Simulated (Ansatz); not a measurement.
**Hypothetical P6_422 BAs: carrier doping**

Consider BAs (space group P6_422, No. 181; a = 3.429 Å, c = 7.403 Å; a hypothetical phase, not in the database extracts checked).

Carriers are added at fixed cell with a uniform background; the Fermi–Dirac width is that of 300 K.

Computed with PBEsol/PAW in Ansatz (a first-principles code), scalar-relativistic without spin-orbit coupling.

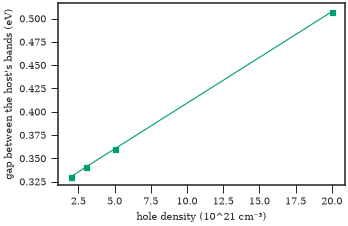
*Gap between the host's bands against hole density*

### Question
From the plot, what is the gap between the host's bands for holes 2.0×10^22 cm⁻³?

### Answer
About 0.51 eV.

### Question
Is the trend monotonic over the range shown?

### Answer
Yes, it rises throughout, spanning 0.33 eV to 0.51 eV.

Charged cell with a jellium background: band edges are those of the host's band count, energies are not comparable with the neutral cell, and many-body gap narrowing is missing. Whether these cells are dynamically stable was not tested. The base started in P3_121 and relaxed to P6_422 at this level.
